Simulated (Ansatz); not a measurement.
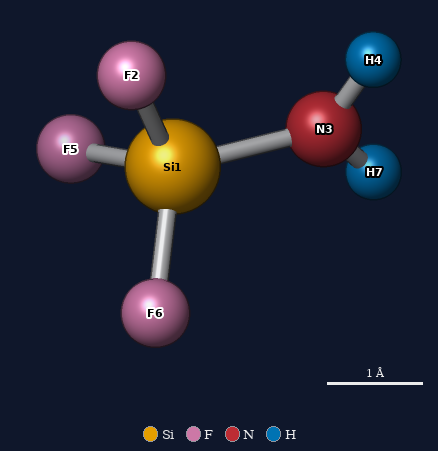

Fig. 1: The structure as given in the input (ball-and-stick view, seen at a tilt; atoms are numbered from 1 in the order of the input).

**Molecular dynamics, with input and output: SiNH$_{2}$F$_{3}$ (part 1 of 3)**

- system: SiNH$_{2}$F$_{3}$
- method: RKS BLYP-D4/def2-SVP (Ansatz 0.2.0)

It belongs to a series of runs on one base structure; here: dynamics from the highest image of the converged band. Figures and captions count atoms from 1; the log counts them from 0 in places.

Output
```
Engine: ansatz 0.2.0, aarch64-unknown-linux-gnu
Functional definition: BLYP
  parameter beta = 0.0042
  parameter a = 0.04918
  parameter b = 0.132
  parameter c = 0.2533
  parameter d = 0.349
  exchange = b88_x(beta = beta)
  correlation = lyp_c(a = a, b = b, c = c, d = d)
928 factors; their error is unknown
mean field evaluation 1: about -17534.1269 eV, gradient 8.0e1 eV
mean field evaluation 2: about -17509.4376 eV, gradient 1.3e2 eV
mean field evaluation 4: about -17545.3125 eV, gradient 6.4e0 eV
mean field evaluation 8: about -17545.3868 eV, gradient 1.4e-1 eV
mean field evaluation 16: about -17545.3187 eV, gradient 2.1e-4 eV
mean field -17545.31866573 eV, -644.7785683213 hartree, gradient 5.9e-5 eV, S^2 0.000000; 0 other end points of the search recorded, 0 dependent functions left out
the calculation of the forces begins
reference -17545.31893090 eV, -644.7785780663 hartree; 25, 25 occupied and 59, 59 virtual orbitals, 928 factors
md step     0: t =     0.00 fs  T =   100.0 K  F+E_penalty+E_count = -17545.60589425 eV  E_kin = 0.064630 eV  conserved = -17545.54126425 eV  (27 SCF iters)
these checks for a lower state are left out or cut short: starts, cluster_reference, orbital_swaps, neighbouring_geometries, increment
928 factors; their error is unknown
mean field -17545.31639861 eV, -644.7784850062 hartree, gradient 1.5e-5 eV, S^2 0.000000; 0 other end points of the search recorded, 0 dependent functions left out
the calculation of the forces begins
reference -17545.31666326 eV, -644.7784947319 hartree; 25, 25 occupied and 59, 59 virtual orbitals, 928 factors
md step     1: t =     0.50 fs  T =    96.7 K  F+E_penalty+E_count = -17545.60371222 eV  E_kin = 0.062486 eV  conserved = -17545.54122633 eV  (29 SCF iters)
[... from here on the SCF iterations and repeated set-up lines of each step are left out, up to the last step ...]
md step     2: t =     1.00 fs  T =    88.0 K  F+E_penalty+E_count = -17545.59795685 eV  E_kin = 0.056866 eV  conserved = -17545.54109107 eV  (29 SCF iters)
md step     3: t =     1.50 fs  T =    77.2 K  F+E_penalty+E_count = -17545.59077929 eV  E_kin = 0.049863 eV  conserved = -17545.54091597 eV  (29 SCF iters)
md step     4: t =     2.00 fs  T =    68.2 K  F+E_penalty+E_count = -17545.58490096 eV  E_kin = 0.044110 eV  conserved = -17545.54079125 eV  (29 SCF iters)
md step     5: t =     2.50 fs  T =    64.2 K  F+E_penalty+E_count = -17545.58224614 eV  E_kin = 0.041462 eV  conserved = -17545.54078426 eV  (29 SCF iters)
md step     6: t =     3.00 fs  T =    65.0 K  F+E_penalty+E_count = -17545.58292651 eV  E_kin = 0.042033 eV  conserved = -17545.54089348 eV  (28 SCF iters)
md step     7: t =     3.50 fs  T =    68.4 K  F+E_penalty+E_count = -17545.58525857 eV  E_kin = 0.044207 eV  conserved = -17545.54105113 eV  (29 SCF iters)
md step     8: t =     4.00 fs  T =    70.6 K  F+E_penalty+E_count = -17545.58679156 eV  E_kin = 0.045623 eV  conserved = -17545.54116880 eV  (29 SCF iters)
md step     9: t =     4.50 fs  T =    68.8 K  F+E_penalty+E_count = -17545.58565204 eV  E_kin = 0.044460 eV  conserved = -17545.54119156 eV  (29 SCF iters)
md step    10: t =     5.00 fs  T =    62.3 K  F+E_penalty+E_count = -17545.58141127 eV  E_kin = 0.040293 eV  conserved = -17545.54111824 eV  (29 SCF iters)
md step    11: t =     5.50 fs  T =    52.8 K  F+E_penalty+E_count = -17545.57514104 eV  E_kin = 0.034153 eV  conserved = -17545.54098846 eV  (29 SCF iters)
md step    12: t =     6.00 fs  T =    43.3 K  F+E_penalty+E_count = -17545.56882349 eV  E_kin = 0.027967 eV  conserved = -17545.54085661 eV  (29 SCF iters)
md step    13: t =     6.50 fs  T =    36.7 K  F+E_penalty+E_count = -17545.56450519 eV  E_kin = 0.023735 eV  conserved = -17545.54076989 eV  (22 SCF iters)
md step    14: t =     7.00 fs  T =    35.3 K  F+E_penalty+E_count = -17545.56354380 eV  E_kin = 0.022788 eV  conserved = -17545.54075622 eV  (22 SCF iters)
md step    15: t =     7.50 fs  T =    39.2 K  F+E_penalty+E_count = -17545.56615450 eV  E_kin = 0.025335 eV  conserved = -17545.54081980 eV  (22 SCF iters)
md step    16: t =     8.00 fs  T =    47.0 K  F+E_penalty+E_count = -17545.57133932 eV  E_kin = 0.030398 eV  conserved = -17545.54094116 eV  (29 SCF iters)
md step    17: t =     8.50 fs  T =    55.9 K  F+E_penalty+E_count = -17545.57720231 eV  E_kin = 0.036122 eV  conserved = -17545.54108029 eV  (29 SCF iters)
md step    18: t =     9.00 fs  T =    62.5 K  F+E_penalty+E_count = -17545.58159053 eV  E_kin = 0.040405 eV  conserved = -17545.54118538 eV  (29 SCF iters)
md step    19: t =     9.50 fs  T =    64.5 K  F+E_penalty+E_count = -17545.58291132 eV  E_kin = 0.041702 eV  conserved = -17545.54120920 eV  (28 SCF iters)
md step    20: t =    10.00 fs  T =    61.5 K  F+E_penalty+E_count = -17545.58085423 eV  E_kin = 0.039721 eV  conserved = -17545.54113298 eV  (29 SCF iters)
md step    21: t =    10.50 fs  T =    55.2 K  F+E_penalty+E_count = -17545.57665072 eV  E_kin = 0.035664 eV  conserved = -17545.54098642 eV  (29 SCF iters)
md step    22: t =    11.00 fs  T =    49.1 K  F+E_penalty+E_count = -17545.57258712 eV  E_kin = 0.031743 eV  conserved = -17545.54084397 eV  (29 SCF iters)
md step    23: t =    11.50 fs  T =    46.5 K  F+E_penalty+E_count = -17545.57085631 eV  E_kin = 0.030070 eV  conserved = -17545.54078670 eV  (29 SCF iters)
md step    24: t =    12.00 fs  T =    48.7 K  F+E_penalty+E_count = -17545.57233533 eV  E_kin = 0.031486 eV  conserved = -17545.54084891 eV  (29 SCF iters)
md step    25: t =    12.50 fs  T =    54.3 K  F+E_penalty+E_count = -17545.57607197 eV  E_kin = 0.035078 eV  conserved = -17545.54099349 eV  (29 SCF iters)
md step    26: t =    13.00 fs  T =    59.9 K  F+E_penalty+E_count = -17545.57983923 eV  E_kin = 0.038701 eV  conserved = -17545.54113832 eV  (29 SCF iters)
md step    27: t =    13.50 fs  T =    62.1 K  F+E_penalty+E_count = -17545.58137434 eV  E_kin = 0.040164 eV  conserved = -17545.54121023 eV  (29 SCF iters)
md step    28: t =    14.00 fs  T =    59.3 K  F+E_penalty+E_count = -17545.57950875 eV  E_kin = 0.038327 eV  conserved = -17545.54118181 eV  (29 SCF iters)
md step    29: t =    14.50 fs  T =    51.9 K  F+E_penalty+E_count = -17545.57461377 eV  E_kin = 0.033538 eV  conserved = -17545.54107562 eV  (29 SCF iters)
md step    30: t =    15.00 fs  T =    42.3 K  F+E_penalty+E_count = -17545.56829266 eV  E_kin = 0.027353 eV  conserved = -17545.54094006 eV  (29 SCF iters)
md step    31: t =    15.50 fs  T =    33.8 K  F+E_penalty+E_count = -17545.56263868 eV  E_kin = 0.021813 eV  conserved = -17545.54082590 eV  (29 SCF iters)
md step    32: t =    16.00 fs  T =    28.9 K  F+E_penalty+E_count = -17545.55943621 eV  E_kin = 0.018667 eV  conserved = -17545.54076938 eV  (23 SCF iters)
md step    33: t =    16.50 fs  T =    29.1 K  F+E_penalty+E_count = -17545.55957538 eV  E_kin = 0.018789 eV  conserved = -17545.54078635 eV  (22 SCF iters)
md step    34: t =    17.00 fs  T =    33.9 K  F+E_penalty+E_count = -17545.56279701 eV  E_kin = 0.021927 eV  conserved = -17545.54086962 eV  (29 SCF iters)
md step    35: t =    17.50 fs  T =    41.5 K  F+E_penalty+E_count = -17545.56779736 eV  E_kin = 0.026804 eV  conserved = -17545.54099287 eV  (29 SCF iters)
md step    36: t =    18.00 fs  T =    48.8 K  F+E_penalty+E_count = -17545.57265745 eV  E_kin = 0.031543 eV  conserved = -17545.54111456 eV  (29 SCF iters)
md step    37: t =    18.50 fs  T =    53.1 K  F+E_penalty+E_count = -17545.57551921 eV  E_kin = 0.034334 eV  conserved = -17545.54118519 eV  (29 SCF iters)
md step    38: t =    19.00 fs  T =    52.9 K  F+E_penalty+E_count = -17545.57534833 eV  E_kin = 0.034180 eV  conserved = -17545.54116808 eV  (29 SCF iters)
md step    39: t =    19.50 fs  T =    48.6 K  F+E_penalty+E_count = -17545.57248389 eV  E_kin = 0.031422 eV  conserved = -17545.54106145 eV  (28 SCF iters)
md step    40: t =    20.00 fs  T =    42.9 K  F+E_penalty+E_count = -17545.56862959 eV  E_kin = 0.027717 eV  conserved = -17545.54091240 eV  (29 SCF iters)
md step    41: t =    20.50 fs  T =    39.1 K  F+E_penalty+E_count = -17545.56610168 eV  E_kin = 0.025299 eV  conserved = -17545.54080229 eV  (29 SCF iters)
md step    42: t =    21.00 fs  T =    39.9 K  F+E_penalty+E_count = -17545.56658922 eV  E_kin = 0.025790 eV  conserved = -17545.54079894 eV  (29 SCF iters)
md step    43: t =    21.50 fs  T =    45.2 K  F+E_penalty+E_count = -17545.57013554 eV  E_kin = 0.029226 eV  conserved = -17545.54090969 eV  (29 SCF iters)
md step    44: t =    22.00 fs  T =    52.5 K  F+E_penalty+E_count = -17545.57503490 eV  E_kin = 0.033961 eV  conserved = -17545.54107397 eV  (29 SCF iters)
md step    45: t =    22.50 fs  T =    58.1 K  F+E_penalty+E_count = -17545.57874419 eV  E_kin = 0.037540 eV  conserved = -17545.54120465 eV  (29 SCF iters)
md step    46: t =    23.00 fs  T =    58.7 K  F+E_penalty+E_count = -17545.57920731 eV  E_kin = 0.037966 eV  conserved = -17545.54124138 eV  (29 SCF iters)
md step    47: t =    23.50 fs  T =    53.6 K  F+E_penalty+E_count = -17545.57579751 eV  E_kin = 0.034621 eV  conserved = -17545.54117674 eV  (29 SCF iters)
md step    48: t =    24.00 fs  T =    44.0 K  F+E_penalty+E_count = -17545.56946314 eV  E_kin = 0.028415 eV  conserved = -17545.54104779 eV  (29 SCF iters)
md step    49: t =    24.50 fs  T =    32.9 K  F+E_penalty+E_count = -17545.56218141 eV  E_kin = 0.021272 eV  conserved = -17545.54090904 eV  (29 SCF iters)
md step    50: t =    25.00 fs  T =    23.7 K  F+E_penalty+E_count = -17545.55611029 eV  E_kin = 0.015301 eV  conserved = -17545.54080949 eV  (30 SCF iters)
md step    51: t =    25.50 fs  T =    18.6 K  F+E_penalty+E_count = -17545.55281273 eV  E_kin = 0.012034 eV  conserved = -17545.54077832 eV  (23 SCF iters)
md step    52: t =    26.00 fs  T =    18.5 K  F+E_penalty+E_count = -17545.55278288 eV  E_kin = 0.011962 eV  conserved = -17545.54082093 eV  (23 SCF iters)
md step    53: t =    26.50 fs  T =    22.3 K  F+E_penalty+E_count = -17545.55535252 eV  E_kin = 0.014432 eV  conserved = -17545.54092076 eV  (29 SCF iters)
md step    54: t =    27.00 fs  T =    27.7 K  F+E_penalty+E_count = -17545.55896231 eV  E_kin = 0.017920 eV  conserved = -17545.54104218 eV  (29 SCF iters)
md step    55: t =    27.50 fs  T =    31.9 K  F+E_penalty+E_count = -17545.56173566 eV  E_kin = 0.020598 eV  conserved = -17545.54113795 eV  (29 SCF iters)
md step    56: t =    28.00 fs  T =    32.6 K  F+E_penalty+E_count = -17545.56222830 eV  E_kin = 0.021066 eV  conserved = -17545.54116252 eV  (29 SCF iters)
md step    57: t =    28.50 fs  T =    29.5 K  F+E_penalty+E_count = -17545.56012767 eV  E_kin = 0.019034 eV  conserved = -17545.54109383 eV  (29 SCF iters)
md step    58: t =    29.00 fs  T =    24.2 K  F+E_penalty+E_count = -17545.55656736 eV  E_kin = 0.015613 eV  conserved = -17545.54095396 eV  (29 SCF iters)
md step    59: t =    29.50 fs  T =    20.0 K  F+E_penalty+E_count = -17545.55375321 eV  E_kin = 0.012943 eV  conserved = -17545.54081048 eV  (28 SCF iters)
md step    60: t =    30.00 fs  T =    20.4 K  F+E_penalty+E_count = -17545.55390509 eV  E_kin = 0.013159 eV  conserved = -17545.54074616 eV  (30 SCF iters)
md step    61: t =    30.50 fs  T =    26.6 K  F+E_penalty+E_count = -17545.55800930 eV  E_kin = 0.017206 eV  conserved = -17545.54080369 eV  (23 SCF iters)
md step    62: t =    31.00 fs  T =    37.5 K  F+E_penalty+E_count = -17545.56517528 eV  E_kin = 0.024220 eV  conserved = -17545.54095523 eV  (29 SCF iters)
md step    63: t =    31.50 fs  T =    49.4 K  F+E_penalty+E_count = -17545.57305870 eV  E_kin = 0.031939 eV  conserved = -17545.54111996 eV  (29 SCF iters)
md step    64: t =    32.00 fs  T =    58.6 K  F+E_penalty+E_count = -17545.57908065 eV  E_kin = 0.037862 eV  conserved = -17545.54121843 eV  (29 SCF iters)
md step    65: t =    32.50 fs  T =    62.6 K  F+E_penalty+E_count = -17545.58164915 eV  E_kin = 0.040433 eV  conserved = -17545.54121632 eV  (29 SCF iters)
md step    66: t =    33.00 fs  T =    61.2 K  F+E_penalty+E_count = -17545.58071694 eV  E_kin = 0.039586 eV  conserved = -17545.54113117 eV  (28 SCF iters)
md step    67: t =    33.50 fs  T =    56.5 K  F+E_penalty+E_count = -17545.57754281 eV  E_kin = 0.036532 eV  conserved = -17545.54101127 eV  (29 SCF iters)
md step    68: t =    34.00 fs  T =    51.1 K  F+E_penalty+E_count = -17545.57396458 eV  E_kin = 0.033058 eV  conserved = -17545.54090680 eV  (29 SCF iters)
md step    69: t =    34.50 fs  T =    47.6 K  F+E_penalty+E_count = -17545.57161256 eV  E_kin = 0.030761 eV  conserved = -17545.54085200 eV  (29 SCF iters)
md step    70: t =    35.00 fs  T =    47.2 K  F+E_penalty+E_count = -17545.57135572 eV  E_kin = 0.030496 eV  conserved = -17545.54085938 eV  (29 SCF iters)
md step    71: t =    35.50 fs  T =    49.8 K  F+E_penalty+E_count = -17545.57308620 eV  E_kin = 0.032164 eV  conserved = -17545.54092216 eV  (29 SCF iters)
md step    72: t =    36.00 fs  T =    53.8 K  F+E_penalty+E_count = -17545.57582140 eV  E_kin = 0.034803 eV  conserved = -17545.54101820 eV  (29 SCF iters)
md step    73: t =    36.50 fs  T =    57.2 K  F+E_penalty+E_count = -17545.57806330 eV  E_kin = 0.036950 eV  conserved = -17545.54111366 eV  (29 SCF iters)
md step    74: t =    37.00 fs  T =    57.5 K  F+E_penalty+E_count = -17545.57834532 eV  E_kin = 0.037176 eV  conserved = -17545.54116902 eV  (29 SCF iters)
md step    75: t =    37.50 fs  T =    53.7 K  F+E_penalty+E_count = -17545.57585558 eV  E_kin = 0.034704 eV  conserved = -17545.54115176 eV  (29 SCF iters)
md step    76: t =    38.00 fs  T =    46.2 K  F+E_penalty+E_count = -17545.57092931 eV  E_kin = 0.029874 eV  conserved = -17545.54105488 eV  (29 SCF iters)
md step    77: t =    38.50 fs  T =    37.5 K  F+E_penalty+E_count = -17545.56512524 eV  E_kin = 0.024214 eV  conserved = -17545.54091170 eV  (29 SCF iters)
md step    78: t =    39.00 fs  T =    30.8 K  F+E_penalty+E_count = -17545.56068189 eV  E_kin = 0.019892 eV  conserved = -17545.54079034 eV  (30 SCF iters)
md step    79: t =    39.50 fs  T =    29.0 K  F+E_penalty+E_count = -17545.55947492 eV  E_kin = 0.018718 eV  conserved = -17545.54075665 eV  (28 SCF iters)
md step    80: t =    40.00 fs  T =    32.8 K  F+E_penalty+E_count = -17545.56202157 eV  E_kin = 0.021191 eV  conserved = -17545.54083098 eV  (22 SCF iters)
md step    81: t =    40.50 fs  T =    40.6 K  F+E_penalty+E_count = -17545.56717911 eV  E_kin = 0.026208 eV  conserved = -17545.54097125 eV  (29 SCF iters)
md step    82: t =    41.00 fs  T =    49.0 K  F+E_penalty+E_count = -17545.57277426 eV  E_kin = 0.031672 eV  conserved = -17545.54110259 eV  (29 SCF iters)
md step    83: t =    41.50 fs  T =    55.1 K  F+E_penalty+E_count = -17545.57674584 eV  E_kin = 0.035582 eV  conserved = -17545.54116338 eV  (29 SCF iters)
md step    84: t =    42.00 fs  T =    57.2 K  F+E_penalty+E_count = -17545.57809299 eV  E_kin = 0.036956 eV  conserved = -17545.54113745 eV  (29 SCF iters)
md step    85: t =    42.50 fs  T =    55.9 K  F+E_penalty+E_count = -17545.57715152 eV  E_kin = 0.036100 eV  conserved = -17545.54105121 eV  (29 SCF iters)
md step    86: t =    43.00 fs  T =    53.0 K  F+E_penalty+E_count = -17545.57521473 eV  E_kin = 0.034264 eV  conserved = -17545.54095028 eV  (29 SCF iters)
md step    87: t =    43.50 fs  T =    51.0 K  F+E_penalty+E_count = -17545.57383615 eV  E_kin = 0.032960 eV  conserved = -17545.54087586 eV  (29 SCF iters)
md step    88: t =    44.00 fs  T =    51.6 K  F+E_penalty+E_count = -17545.57417823 eV  E_kin = 0.033326 eV  conserved = -17545.54085220 eV  (29 SCF iters)
md step    89: t =    44.50 fs  T =    55.3 K  F+E_penalty+E_count = -17545.57661699 eV  E_kin = 0.035733 eV  conserved = -17545.54088438 eV  (29 SCF iters)
md step    90: t =    45.00 fs  T =    61.4 K  F+E_penalty+E_count = -17545.58065018 eV  E_kin = 0.039689 eV  conserved = -17545.54096154 eV  (29 SCF iters)
md step    91: t =    45.50 fs  T =    68.1 K  F+E_penalty+E_count = -17545.58507023 eV  E_kin = 0.044010 eV  conserved = -17545.54105996 eV  (29 SCF iters)
md step    92: t =    46.00 fs  T =    73.0 K  F+E_penalty+E_count = -17545.58835050 eV  E_kin = 0.047204 eV  conserved = -17545.54114614 eV  (29 SCF iters)
md step    93: t =    46.50 fs  T =    74.3 K  F+E_penalty+E_count = -17545.58918402 eV  E_kin = 0.048001 eV  conserved = -17545.54118337 eV  (29 SCF iters)
md step    94: t =    47.00 fs  T =    71.0 K  F+E_penalty+E_count = -17545.58705400 eV  E_kin = 0.045908 eV  conserved = -17545.54114603 eV  (29 SCF iters)
md step    95: t =    47.50 fs  T =    64.3 K  F+E_penalty+E_count = -17545.58260867 eV  E_kin = 0.041570 eV  conserved = -17545.54103853 eV  (29 SCF iters)
md step    96: t =    48.00 fs  T =    56.7 K  F+E_penalty+E_count = -17545.57756091 eV  E_kin = 0.036656 eV  conserved = -17545.54090504 eV  (29 SCF iters)
md step    97: t =    48.50 fs  T =    51.3 K  F+E_penalty+E_count = -17545.57398796 eV  E_kin = 0.033174 eV  conserved = -17545.54081427 eV  (29 SCF iters)
md step    98: t =    49.00 fs  T =    50.2 K  F+E_penalty+E_count = -17545.57328611 eV  E_kin = 0.032468 eV  conserved = -17545.54081813 eV  (29 SCF iters)
md step    99: t =    49.50 fs  T =    53.4 K  F+E_penalty+E_count = -17545.57539657 eV  E_kin = 0.034482 eV  conserved = -17545.54091420 eV  (28 SCF iters)
md step   100: t =    50.00 fs  T =    58.5 K  F+E_penalty+E_count = -17545.57885259 eV  E_kin = 0.037809 eV  conserved = -17545.54104363 eV  (29 SCF iters)
md step   101: t =    50.50 fs  T =    62.7 K  F+E_penalty+E_count = -17545.58165506 eV  E_kin = 0.040522 eV  conserved = -17545.54113331 eV  (29 SCF iters)
md step   102: t =    51.00 fs  T =    63.8 K  F+E_penalty+E_count = -17545.58238204 eV  E_kin = 0.041240 eV  conserved = -17545.54114200 eV  (29 SCF iters)
md step   103: t =    51.50 fs  T =    61.5 K  F+E_penalty+E_count = -17545.58084172 eV  E_kin = 0.039765 eV  conserved = -17545.54107700 eV  (29 SCF iters)
md step   104: t =    52.00 fs  T =    57.3 K  F+E_penalty+E_count = -17545.57798633 eV  E_kin = 0.037006 eV  conserved = -17545.54098007 eV  (29 SCF iters)
md step   105: t =    52.50 fs  T =    53.2 K  F+E_penalty+E_count = -17545.57529400 eV  E_kin = 0.034397 eV  conserved = -17545.54089685 eV  (29 SCF iters)
md step   106: t =    53.00 fs  T =    51.4 K  F+E_penalty+E_count = -17545.57405571 eV  E_kin = 0.033199 eV  conserved = -17545.54085714 eV  (29 SCF iters)
md step   107: t =    53.50 fs  T =    52.6 K  F+E_penalty+E_count = -17545.57489479 eV  E_kin = 0.034025 eV  conserved = -17545.54086964 eV  (29 SCF iters)
md step   108: t =    54.00 fs  T =    56.8 K  F+E_penalty+E_count = -17545.57761939 eV  E_kin = 0.036694 eV  conserved = -17545.54092531 eV  (29 SCF iters)
md step   109: t =    54.50 fs  T =    62.4 K  F+E_penalty+E_count = -17545.58134854 eV  E_kin = 0.040342 eV  conserved = -17545.54100623 eV  (29 SCF iters)
md step   110: t =    55.00 fs  T =    67.6 K  F+E_penalty+E_count = -17545.58480269 eV  E_kin = 0.043714 eV  conserved = -17545.54108845 eV  (29 SCF iters)
md step   111: t =    55.50 fs  T =    70.5 K  F+E_penalty+E_count = -17545.58669517 eV  E_kin = 0.045551 eV  conserved = -17545.54114421 eV  (29 SCF iters)
md step   112: t =    56.00 fs  T =    69.7 K  F+E_penalty+E_count = -17545.58617321 eV  E_kin = 0.045024 eV  conserved = -17545.54114930 eV  (29 SCF iters)
md step   113: t =    56.50 fs  T =    65.1 K  F+E_penalty+E_count = -17545.58319578 eV  E_kin = 0.042103 eV  conserved = -17545.54109288 eV  (29 SCF iters)
```
